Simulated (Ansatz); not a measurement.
**I2K (charge −1): density, localisation and related maps**

```
atom    x (Å)    y (Å)    z (Å)
   K   0.0035   0.0052  -0.0029
   I  -0.6278  -2.0192  -2.4810
   I   0.6243   2.0140   2.4840
```

Geometry: PBE0-D4/def2-TZVPD; core potentials replace the inner electrons of I.

These are results of RKS PBE0-D4/def2-TZVPD (Ansatz), not measurements.

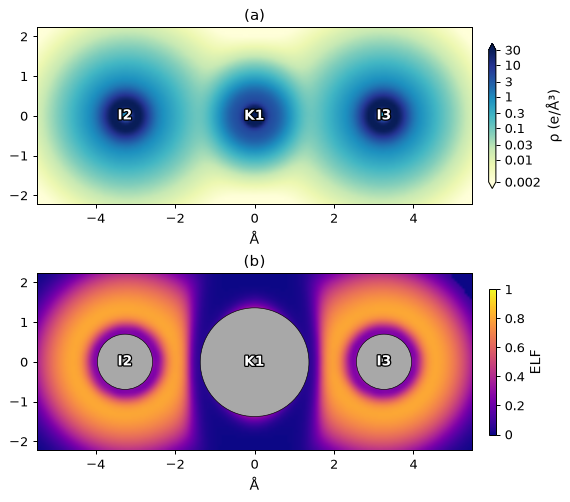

Figure 1. (a) electron density; (b) ELF on a plane that holds the molecular axis. Grey discs cover the atomic cores in the ELF map.

### Describe what can be read from this map.

- The section cuts through K and I sites.
- K–I (3.26 Å): the density is about 0.14 e/Å³ at the midpoint; the ELF peaks at about 0.80 in the valence shell of I, 1.3 Å from its nucleus, and is about 0.30 at the midpoint (an ionic contact with no shared pair).

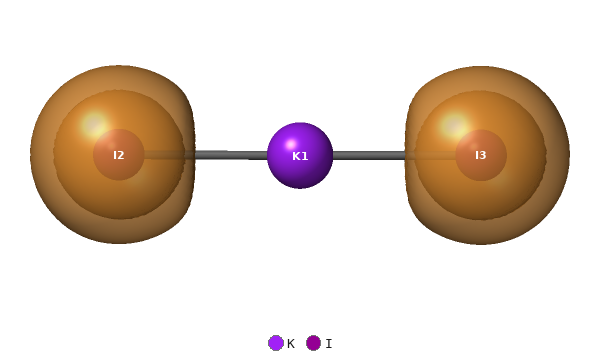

Figure 2. Isosurface of the ELF at 0.75 (orange), seen from one side. Only the valence region is drawn (cores and ρ < 0.01 e/Å³ removed).

### Describe the localisation domains.

The surface consists of two regions wrapped around I (the valence shell of each).

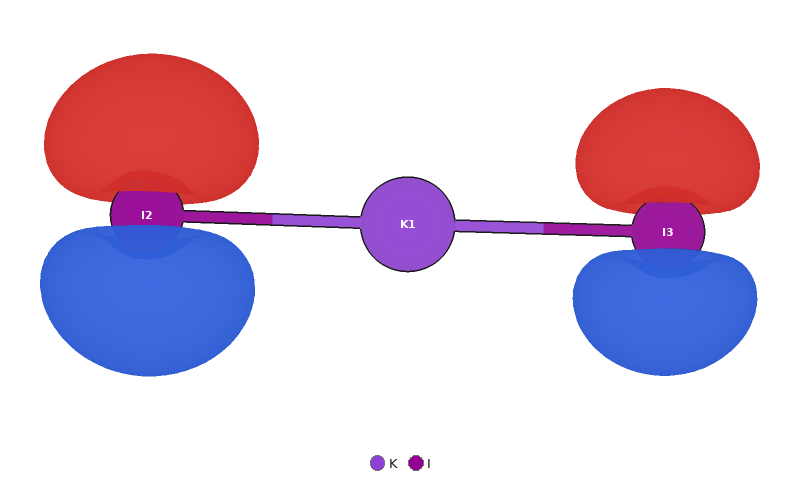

Figure 3. The HOMO at ±0.1 Å⁻³ᐟ² (blue and red are the two phases), seen from one side.

### Describe this orbital and give its energy.

By Hirshfeld shares it lies mainly on I2 (about 60 %) and I3 (about 35 %); it vanishes on the molecular axis (π type); it is ungerade (odd under inversion). It is one of a degenerate set, so its orientation is arbitrary. Its energy is −2.79 eV.
